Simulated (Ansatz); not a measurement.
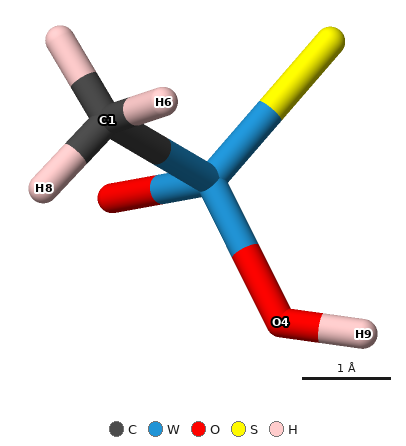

**Figure 1.** The starting structure (stick view, seen at a tilt; atoms are numbered from 1 in the order of the input). Sticks mark near contacts.

**CH4O2SW: molecular dynamics**

System: CH4O2SW, SMILES [CH3][W](=[O])([OH])=[S].
Method: RKS BLYP-d3bjatm/def2-SVP (Ansatz 0.2.0).

The geometry comes from this level: PBE0-D4/def2-TZVP. Figures and captions count atoms from 1; the log counts them from 0 in places.

### Output
```
Functional definition: BLYP
  name "BLYP"
  cite "Becke, Phys. Rev. A 38, 3098 (1988) doi:10.1103/PhysRevA.38.3098"
  cite "Lee, Yang & Parr, Phys. Rev. B 37, 785 (1988) doi:10.1103/PhysRevB.37.785"
  parameter beta = 0.0042
  parameter a = 0.04918
  parameter b = 0.132
  parameter c = 0.2533
  parameter d = 0.349
  exchange = b88_x(beta = beta)
  correlation = lyp_c(a = a, b = b, c = c, d = d)
1188 factors; their error is unknown
mean field evaluation 1: about -17831.7505 eV, gradient 1.0e2 eV
mean field evaluation 2: about -17588.4673 eV, gradient 3.0e2 eV
mean field evaluation 4: about -17850.4606 eV, gradient 3.6e1 eV
mean field evaluation 8: about -17852.8527 eV, gradient 4.5e0 eV
mean field evaluation 16: about -17852.8401 eV, gradient 1.6e-2 eV
mean field -17852.84011931 eV, -656.0797732949 hartree, gradient 1.9e-5 eV, S^2 0.000000; 0 other end points of the search recorded, 0 dependent functions left out
the calculation of the forces begins
reference -17852.84052724 eV, -656.0797882863 hartree; 28, 28 occupied and 84, 84 virtual orbitals, 1188 factors
md step     0: t =     0.00 fs  T =  1333.3 K  F+E_penalty+E_count = -17853.37032327 eV  E_kin = 1.551120 eV  (33 SCF iters)
these checks for a lower state are left out or cut short: starts, cluster_reference, orbital_swaps, neighbouring_geometries, increment
1188 factors; their error is unknown
mean field -17852.82708432 eV, -656.0792942678 hartree, gradient 8.9e-6 eV, S^2 0.000000; 0 other end points of the search recorded, 0 dependent functions left out
[... from here on the field's lines of each further geometry are left out, up to the last ...]
md step     1: t =     0.50 fs  T =  1250.3 K  F+E_penalty+E_count = -17853.35812996 eV  E_kin = 1.454551 eV  (34 SCF iters, 13 dispersion substeps)
md step     2: t =     1.00 fs  T =  1307.0 K  F+E_penalty+E_count = -17853.34340226 eV  E_kin = 1.520511 eV  (34 SCF iters, 13 dispersion substeps)
md step     3: t =     1.50 fs  T =  1310.2 K  F+E_penalty+E_count = -17853.32521819 eV  E_kin = 1.524154 eV  (34 SCF iters, 13 dispersion substeps)
md step     4: t =     2.00 fs  T =  1295.4 K  F+E_penalty+E_count = -17853.30112648 eV  E_kin = 1.507009 eV  (34 SCF iters, 13 dispersion substeps)
md step     5: t =     2.50 fs  T =  1249.3 K  F+E_penalty+E_count = -17853.27383151 eV  E_kin = 1.453344 eV  (34 SCF iters, 13 dispersion substeps)
md step     6: t =     3.00 fs  T =  1149.1 K  F+E_penalty+E_count = -17853.24776897 eV  E_kin = 1.336810 eV  (34 SCF iters, 13 dispersion substeps)
md step     7: t =     3.50 fs  T =  1090.3 K  F+E_penalty+E_count = -17853.21999624 eV  E_kin = 1.268435 eV  (34 SCF iters, 13 dispersion substeps)
md step     8: t =     4.00 fs  T =  1086.6 K  F+E_penalty+E_count = -17853.18853313 eV  E_kin = 1.264139 eV  (34 SCF iters, 13 dispersion substeps)
md step     9: t =     4.50 fs  T =  1079.0 K  F+E_penalty+E_count = -17853.15283138 eV  E_kin = 1.255198 eV  (34 SCF iters, 13 dispersion substeps)
md step    10: t =     5.00 fs  T =  1010.2 K  F+E_penalty+E_count = -17853.11504346 eV  E_kin = 1.175235 eV  (35 SCF iters, 13 dispersion substeps)
md step    11: t =     5.50 fs  T =  1008.5 K  F+E_penalty+E_count = -17853.07878194 eV  E_kin = 1.173224 eV  (34 SCF iters, 13 dispersion substeps)
md step    12: t =     6.00 fs  T =  1047.5 K  F+E_penalty+E_count = -17853.04559716 eV  E_kin = 1.218620 eV  (36 SCF iters, 13 dispersion substeps)
md step    13: t =     6.50 fs  T =  1113.2 K  F+E_penalty+E_count = -17853.01568413 eV  E_kin = 1.295058 eV  (36 SCF iters, 13 dispersion substeps)
md step    14: t =     7.00 fs  T =  1086.0 K  F+E_penalty+E_count = -17852.99562594 eV  E_kin = 1.263345 eV  (36 SCF iters, 13 dispersion substeps)
md step    15: t =     7.50 fs  T =  1055.6 K  F+E_penalty+E_count = -17852.98649370 eV  E_kin = 1.228017 eV  (34 SCF iters, 13 dispersion substeps)
md step    16: t =     8.00 fs  T =  1024.7 K  F+E_penalty+E_count = -17852.98523769 eV  E_kin = 1.192094 eV  (35 SCF iters, 13 dispersion substeps)
md step    17: t =     8.50 fs  T =   982.7 K  F+E_penalty+E_count = -17852.98678760 eV  E_kin = 1.143272 eV  (34 SCF iters, 13 dispersion substeps)
md step    18: t =     9.00 fs  T =   907.0 K  F+E_penalty+E_count = -17852.98253233 eV  E_kin = 1.055165 eV  (35 SCF iters, 13 dispersion substeps)
md step    19: t =     9.50 fs  T =   850.6 K  F+E_penalty+E_count = -17852.97489171 eV  E_kin = 0.989573 eV  (35 SCF iters, 13 dispersion substeps)
the calculation of the forces begins
reference -17852.42242548 eV, -656.0644233299 hartree; 28, 28 occupied and 84, 84 virtual orbitals, 1188 factors
1188 factors; their error is unknown
mean field evaluation 192: about -17558.5436 eV, gradient 3.0e2 eV
mean field -17852.42201918 eV, -656.0644083985 hartree, gradient 1.2e-5 eV, S^2 0.000000; 1 other end points of the search recorded, 0 dependent functions left out
the calculation of the forces begins
reference -17852.42242548 eV, -656.0644233299 hartree; 28, 28 occupied and 84, 84 virtual orbitals, 1188 factors
md step    20: t =    10.00 fs  T =   856.2 K  F+E_penalty+E_count = -17852.96454552 eV  E_kin = 0.996103 eV  (34 SCF iters, 13 dispersion substeps)
```

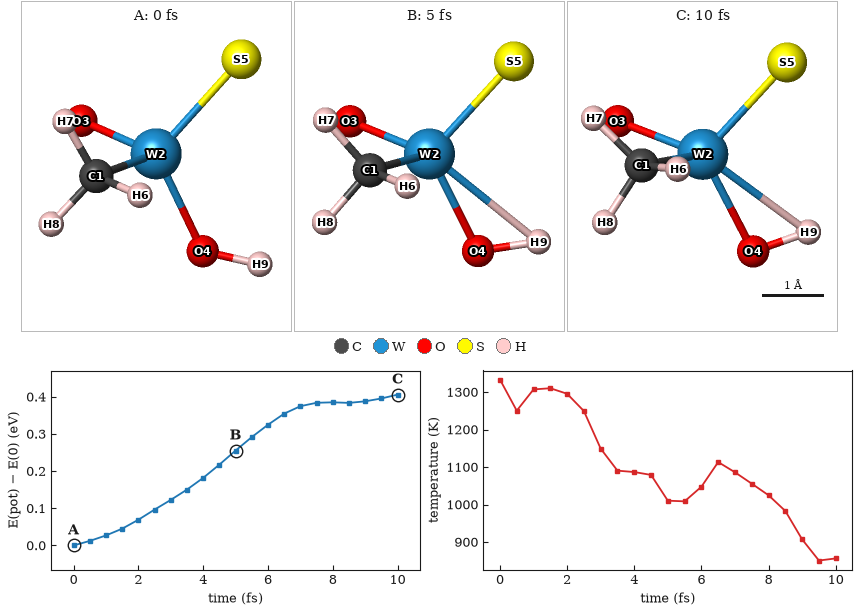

**Figure 2.** Frames of the molecular dynamics (ball-and-stick, seen at a tilt) above the curves, on which the letters mark them. The trajectory kept here has 21 frames over 10 fs. The temperature starts at 1333 K, ranges from 851 to 1333 K and averages 995 K over the second half. The potential energy ends 0.406 eV above its first value. After an unweighted best fit of the last frame on the first, the root-mean-square displacement is 0.25 Å.

```
Total energy: -17852.96495182 eV, -656.0843608052 hartree
Atom 0 at    -0.244436    -0.491927    -1.200053 Å, force    -0.506773    -1.543385    -0.246616 eV/Å
Atom 1 at     0.574458     0.252182     0.525014 Å, force     1.682989    -3.450806     0.672014 eV/Å
Atom 2 at     1.894345    -0.935461     0.651254 Å, force    -1.110832     1.495810     0.116206 eV/Å
Atom 3 at    -0.601748     0.298398     2.021666 Å, force    -0.017552    -0.234714    -0.027690 eV/Å
Atom 4 at     1.175329     2.166541    -0.098544 Å, force     0.912824     2.037296    -0.436377 eV/Å
Atom 5 at    -0.930824     0.145437    -1.746807 Å, force    -0.251653     0.421092    -0.533723 eV/Å
Atom 6 at     0.596251    -0.912383    -1.785762 Å, force    -0.025814     0.442421    -0.384163 eV/Å
Atom 7 at    -0.787698    -1.424325    -0.896759 Å, force    -0.125247     0.148659     0.112839 eV/Å
Atom 8 at    -0.519308     1.230759     2.275476 Å, force    -0.557941     0.683627     0.727509 eV/Å
Dipole moment:    -0.547168     0.150046    -0.052338 e Å
```

### Trajectory as extended XYZ (Å, eV, eV/Å), 11 of the 21 frames kept, from step=0 to step=20
```
9
Properties=species:S:1:pos:R:3:forces:R:3 step=0 time_fs=0.0 energy=-17853.37032 temperature=1333.3
C    -0.3788   -0.6042   -1.1529    0.0634   0.0286   0.0602
W     0.5788    0.2379    0.5185   -1.1027   0.1888  -0.3259
O     1.9030   -0.7854    0.7993    1.6151  -1.1877   0.2838
O    -0.6226    0.2452    1.9543   -0.3183  -0.5881   0.4570
S     1.2222    2.1717   -0.1095    0.4180   1.1441  -0.3861
H    -1.2309    0.0110   -1.4528   -0.4263   0.3044  -0.1562
H     0.3125   -0.6846   -1.9943    0.3305  -0.0503  -0.4420
H    -0.7237   -1.6086   -0.8853   -0.1670  -0.4868   0.1229
H    -1.0604    1.0169    2.3226   -0.4127   0.6469   0.3863
9
Properties=species:S:1:pos:R:3:forces:R:3 step=2 time_fs=1.0 energy=-17853.34340 temperature=1307.0
C    -0.3658   -0.5901   -1.1524    0.6096  -0.7049  -0.4836
W     0.5782    0.2383    0.5190   -1.0045  -0.0718  -0.2128
O     1.8987   -0.7975    0.7843    1.5441  -1.1102   0.2718
O    -0.6207    0.2512    1.9612   -0.2141  -0.7502   0.3654
S     1.2157    2.1678   -0.1075    0.4985   1.3279  -0.4125
H    -1.2097    0.0019   -1.4833   -0.6075   0.5525  -0.3396
H     0.3593   -0.7367   -1.9876   -0.1539   0.2088   0.0859
H    -0.7238   -1.5996   -0.8960   -0.1411  -0.3203   0.2188
H    -0.9892    1.0655    2.3024   -0.5313   0.8681   0.5066
9
Properties=species:S:1:pos:R:3:forces:R:3 step=4 time_fs=2.0 energy=-17853.30113 temperature=1295.4
C    -0.3503   -0.5771   -1.1512    0.6181  -1.1479  -1.1367
W     0.5775    0.2391    0.5195   -0.7795  -0.4376  -0.0905
O     1.8951   -0.8117    0.7695    1.3757  -0.9466   0.2489
O    -0.6172    0.2578    1.9674   -0.3683  -0.3791   0.5241
S     1.2091    2.1642   -0.1054    0.5866   1.5285  -0.4469
H    -1.1963    0.0022   -1.5188   -0.3488   0.4876  -0.3268
H     0.4051   -0.7801   -1.9809   -0.5877   0.4722   0.5250
H    -0.7290   -1.5912   -0.9112   -0.0785  -0.1336   0.2951
H    -0.9201    1.1169    2.2844   -0.4176   0.5565   0.4078
9
Properties=species:S:1:pos:R:3:forces:R:3 step=6 time_fs=3.0 energy=-17853.24777 temperature=1149.1
C    -0.3329   -0.5644   -1.1508    0.0605  -1.4219  -1.5380
W     0.5769    0.2400    0.5201   -0.5910  -0.7738   0.0644
O     1.8900   -0.8268    0.7545    1.2279  -0.7877   0.2351
O    -0.6142    0.2647    1.9742   -0.4984   0.1754   0.6883
S     1.2035    2.1611   -0.1034    0.6728   1.7081  -0.4789
H    -1.1849    0.0069   -1.5559    0.0657   0.3153  -0.1853
H     0.4334   -0.8149   -1.9650   -0.6415   0.6446   0.5681
H    -0.7374   -1.5828   -0.9297    0.0099   0.0845   0.3732
H    -0.8562    1.1645    2.2673   -0.3060   0.0555   0.2730
9
Properties=species:S:1:pos:R:3:forces:R:3 step=8 time_fs=4.0 energy=-17853.18853 temperature=1086.6
C    -0.3151   -0.5518   -1.1518   -0.7127  -1.6036  -1.6851
W     0.5763    0.2412    0.5207   -0.3643  -1.1512   0.2664
O     1.8864   -0.8421    0.7389    1.0154  -0.5695   0.2131
O    -0.6125    0.2694    1.9813   -0.5282   0.7248   0.7786
S     1.1987    2.1590   -0.1012    0.7497   1.8657  -0.5064
H    -1.1700    0.0184   -1.5889    0.4235   0.1484  -0.0208
H     0.4485   -0.8382   -1.9427   -0.4297   0.7001   0.3517
H    -0.7465   -1.5744   -0.9470    0.1086   0.3312   0.4326
H    -0.7962    1.2025    2.2552   -0.2623  -0.4459   0.1699
9
Properties=species:S:1:pos:R:3:forces:R:3 step=10 time_fs=5.0 energy=-17853.11504 temperature=1010.2
C    -0.2983   -0.5391   -1.1536   -1.5176  -1.6280  -1.6371
W     0.5760    0.2426    0.5213   -0.0586  -1.5438   0.4710
O     1.8849   -0.8580    0.7222    0.7264  -0.2887   0.1850
O    -0.6099    0.2739    1.9881   -0.5179   1.3000   0.8648
S     1.1947    2.1575   -0.1004    0.8130   1.9915  -0.5265
H    -1.1528    0.0315   -1.6203    0.7201   0.0212   0.1146
H     0.4635   -0.8565   -1.9094   -0.0918   0.6585  -0.0260
H    -0.7584   -1.5594   -0.9590    0.1832   0.4738   0.4866
H    -0.7426    1.2349    2.2487   -0.2569  -0.9845   0.0676
9
Properties=species:S:1:pos:R:3:forces:R:3 step=12 time_fs=6.0 energy=-17853.04560 temperature=1047.5
C    -0.2832   -0.5289   -1.1583   -2.1391  -1.5732  -1.3720
W     0.5759    0.2445    0.5218    0.2832  -2.0313   0.6779
O     1.8853   -0.8756    0.7067    0.3345   0.0871   0.1463
O    -0.6089    0.2794    1.9953   -0.3903   1.5857   0.8101
S     1.1907    2.1567   -0.0994    0.8694   2.1003  -0.5439
H    -1.1295    0.0410   -1.6518    0.8537  -0.0220   0.1705
H     0.4817   -0.8718   -1.8722    0.2862   0.5328  -0.4440
H    -0.7678   -1.5426   -0.9611    0.2328   0.5556   0.4984
H    -0.6917    1.2576    2.2435   -0.3304  -1.2350   0.0568
9
Properties=species:S:1:pos:R:3:forces:R:3 step=14 time_fs=7.0 energy=-17852.99563 temperature=1086.0
C    -0.2708   -0.5184   -1.1689   -2.4384  -1.4867  -0.8400
W     0.5755    0.2464    0.5224    0.6267  -2.5095   0.7890
O     1.8862   -0.8939    0.6907   -0.0866   0.4955   0.1129
O    -0.6083    0.2852    2.0038   -0.2091   1.6232   0.6604
S     1.1865    2.1581   -0.0981    0.9008   2.1362  -0.5358
H    -1.0964    0.0576   -1.6771    0.7689   0.0059   0.0854
H     0.5001   -0.8867   -1.8373    0.6625   0.3763  -0.8427
H    -0.7715   -1.5233   -0.9553    0.2138   0.5993   0.4581
H    -0.6408    1.2706    2.2413   -0.4386  -1.2402   0.1126
9
Properties=species:S:1:pos:R:3:forces:R:3 step=16 time_fs=8.0 energy=-17852.98524 temperature=1024.7
C    -0.2604   -0.5085   -1.1807   -2.0371  -1.5419  -0.4167
W     0.5751    0.2484    0.5232    0.9889  -2.8953   0.8041
O     1.8886   -0.9099    0.6756   -0.4811   0.8784   0.0987
O    -0.6068    0.2908    2.0118   -0.0563   1.2336   0.4467
S     1.1819    2.1613   -0.0978    0.9070   2.1077  -0.5054
H    -1.0457    0.0799   -1.6991    0.3944   0.1776  -0.1624
H     0.5262   -0.9024   -1.8117    0.7062   0.3320  -0.9059
H    -0.7722   -1.4978   -0.9432    0.1145   0.5325   0.3833
H    -0.5952    1.2667    2.2472   -0.5363  -0.8247   0.2577
9
Properties=species:S:1:pos:R:3:forces:R:3 step=18 time_fs=9.0 energy=-17852.98253 temperature=907.0
C    -0.2517   -0.4991   -1.1913   -1.2306  -1.6707  -0.1727
W     0.5748    0.2503    0.5241    1.3296  -3.1941   0.7507
O     1.8911   -0.9231    0.6623   -0.8022   1.1923   0.1049
O    -0.6047    0.2955    2.0173    0.0060   0.5278   0.2104
S     1.1780    2.1640   -0.0977    0.9117   2.0787  -0.4730
H    -0.9842    0.1099   -1.7221   -0.0718   0.4018  -0.4491
H     0.5584   -0.9118   -1.7951    0.4461   0.3700  -0.7077
H    -0.7769   -1.4644   -0.9225   -0.0071   0.3898   0.2566
H    -0.5545    1.2510    2.2581   -0.5817  -0.0955   0.4799
9
Properties=species:S:1:pos:R:3:forces:R:3 step=20 time_fs=10.0 energy=-17852.96455 temperature=856.2
C    -0.2444   -0.4919   -1.2001   -0.5068  -1.5434  -0.2466
W     0.5745    0.2522    0.5250    1.6830  -3.4508   0.6720
O     1.8943   -0.9355    0.6513   -1.1108   1.4958   0.1162
O    -0.6017    0.2984    2.0217   -0.0176  -0.2347  -0.0277
S     1.1753    2.1665   -0.0985    0.9128   2.0373  -0.4364
H    -0.9308    0.1454   -1.7468   -0.2517   0.4211  -0.5337
H     0.5963   -0.9124   -1.7858   -0.0258   0.4424  -0.3842
H    -0.7877   -1.4243   -0.8968   -0.1252   0.1487   0.1128
H    -0.5193    1.2308    2.2755   -0.5579   0.6836   0.7275
```

This output came from the following input.

### The input
```yaml
crystal:
  periodic: [false, false, false]
  atoms:
    - {symbol: C, position_ang: [-0.378842, -0.604179, -1.152862]}
    - {symbol: W, position_ang: [0.578812, 0.237914, 0.518500]}
    - {symbol: O, position_ang: [1.902967, -0.785407, 0.799286]}
    - {symbol: O, position_ang: [-0.622565, 0.245213, 1.954328]}
    - {symbol: S, position_ang: [1.222239, 2.171749, -0.109451]}
    - {symbol: H, position_ang: [-1.230904, 0.010968, -1.452783]}
    - {symbol: H, position_ang: [0.312467, -0.684585, -1.994298]}
    - {symbol: H, position_ang: [-0.723746, -1.608570, -0.885325]}
    - {symbol: H, position_ang: [-1.060438, 1.016896, 2.322604]}
basis:
  gaussian: {orbitals: def2-SVP}
hamiltonian: {xc: {name: BLYP}, dispersion: d3bjatm}
md: {timestep: 0.5 fs, n_steps: 20, ensemble: nvt_langevin, temperature: 1500, initial_velocities: maxwell_boltzmann, friction: 0.01, seed: 400}
```

Launched with:
```bash
ansatz run in.yaml --threads 4 --pin off --events-out ev --progress --plain --max-ram 10444MiB
```

### Summary

```csv
quantity,value
outcome,finished
mean temperature over the second half,995 K
trajectory,"20 steps, 10 fs"
ensemble,nvt_langevin
temperature in the input,1500 K
time step,0.5 fs
potential energy (last step),−17852.9650 eV
mean-field energy (last step),−17852.4224 eV
dispersion energy (last step),−0.5425 eV
SCF solution under orbital rotations (last step),stable
largest force (length of the vector) (last step),3.898 eV/Å
dipole moment (last step),2.74 D
hardware,"4 threads of Arm Neoverse V1, 23 GiB of memory available, shared host"
wall time,31 s (CPU time 1.9 min)
peak memory,0.44 GiB
```

### Remarks

So short a trajectory is not equilibrated. The logged temperature at the start can lie below the typed one, since it is counted over all degrees of freedom. The temperature stays far from the 1500 K of the thermostat over the second half: the run isn't equilibrated.
